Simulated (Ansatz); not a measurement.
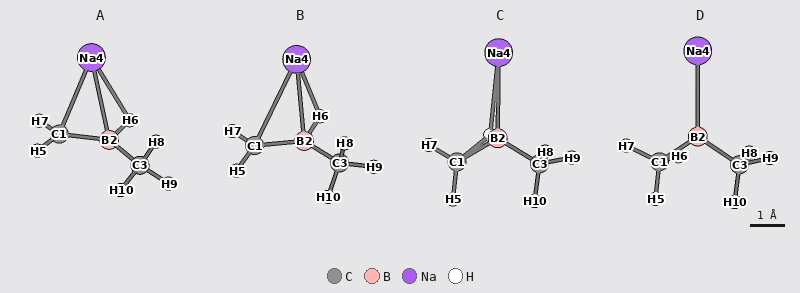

4 geometries from a converged minimum-energy path of C$_{2}$H$_{6}$BNa, shuffled. A ball-and-stick model, seen at a tilt.

These are results of RKS revPBE/def2-SVP in Ansatz, not measurements. Set-up: 7 movable images; climbing image; force threshold 0.05 eV/Å; iteration limit 60; starting path through a guess of the saddle point.

Question: Which of them lies highest in energy?

Answer: C. In order along the path, whose images run from 0 to 8: D (image 2, +0.08 eV), C (image 4, +0.81 eV), B (image 6, −0.94 eV), A (image 7, −1.18 eV). Breaking: C1–H6 (1.12 → 1.49 at the top → 2.35 Å). Forming: C1–Na4 (3.65 → 3.49 at the top → 2.44 Å).
